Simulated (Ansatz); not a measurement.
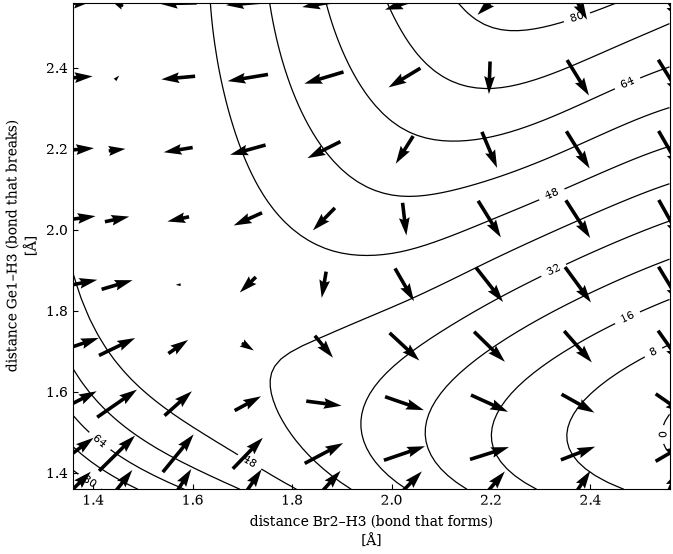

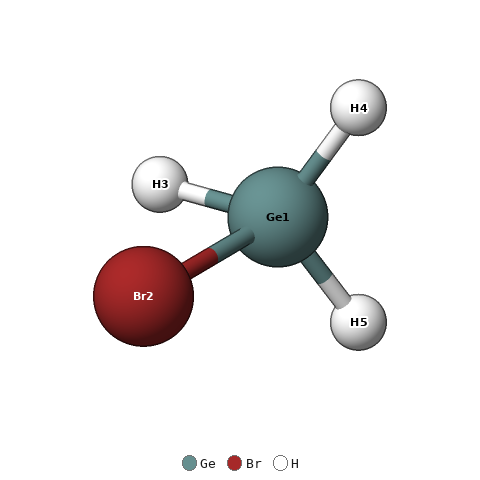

Energy landscape of the reacting system BrGeH3 (fragments BrGeH₃ where the first distance is long, GeH₂ + BrH where the second is long). Coordinates scanned: (1) distance Br2–H3 (bond that forms); (2) distance Ge1–H3 (bond that breaks). Relaxed at each point: all other coordinates. Grid: 9 × 9 points. Points are written as (first, second). Energies are in kcal/mol, from the lowest grid point. The reference is spin-restricted, so regions where a bond is pulled apart into radicals lie too high. The calculation used RKS B3LYP-D4/def2-TZVP in Ansatz.

In the figure: contour lines labelled in kcal/mol, arrows along the force (downhill), their lengths compressed. Between grid points the surface is interpolated. The second picture is the structure at the lowest point.

**What does the map say about the system?**

The lowest grid point is at (2.559 Å, 1.448 Å). It lies at the edge of the scanned range, so the true minimum may lie outside. The highest grid point, (1.359 Å, 1.359 Å), lies 88 kcal/mol above the lowest. On the interpolated surface the lowest path from the side where the first distance is long, about (2.56 Å, 1.49 Å), to the side where the second distance is long, (1.448 Å, 2.559 Å), has its top at about (1.61 Å, 1.81 Å), about 42 kcal/mol above the start and 0.73 kcal/mol above the end.

Grid values (kcal/mol):

```csv
"second ↓, first →",1.359,1.448,1.571,1.711,1.864,2.026,2.197,2.375,2.559
2.559,42,41,44,53,64,74,82,82,76
2.375,43,41,44,51,60,69,74,69,62
2.197,44,41,43,49,56,62,62,55,47
2.026,46,42,42,46,51,53,48,40,32
1.864,49,43,41,43,45,43,35,27,19
1.711,53,47,42,41,39,33,24,15,8
1.571,62,53,46,42,36,27,18,8,1
1.448,74,64,54,47,38,27,17,7,0
1.359,88,76,65,55,44,32,21,12,5
```

The input of one point:

```yaml
crystal:
  periodic: [false, false, false]
  atoms:
    - { symbol: Ge, position_ang: [-0.225369, 0.156613, 0.032778] }
    - { symbol: Br, position_ang: [1.704302, -1.078991, -0.130142] }
    - { symbol: H, position_ang: [-0.619339, -0.641998, -1.109025] }
    - { symbol: H, position_ang: [-0.918231, -0.082447, 1.376496] }
    - { symbol: H, position_ang: [0.058539, 1.646922, -0.170106] }
basis:
  gaussian: { orbitals: def2-TZVP }
hamiltonian:
  xc: { name: B3LYP }
  dispersion: d4
output:
  forces: true
relax:
  f_tol: 0.02
  max_steps: 50
  escape_saddle: false
  constraints: [{ distance: [1, 2] }, { distance: [0, 2] }]
scf:
  lower_state_search: "off"
```

Each point was launched as `ansatz run input.yaml --threads 1 --pin off --max-ram 2560MiB --backend cpu --events-out ev --progress --plain --runs-dir out`. Time for the 81 points that were run: 13 min on 1 thread of Arm Neoverse V2, with other jobs on the host.
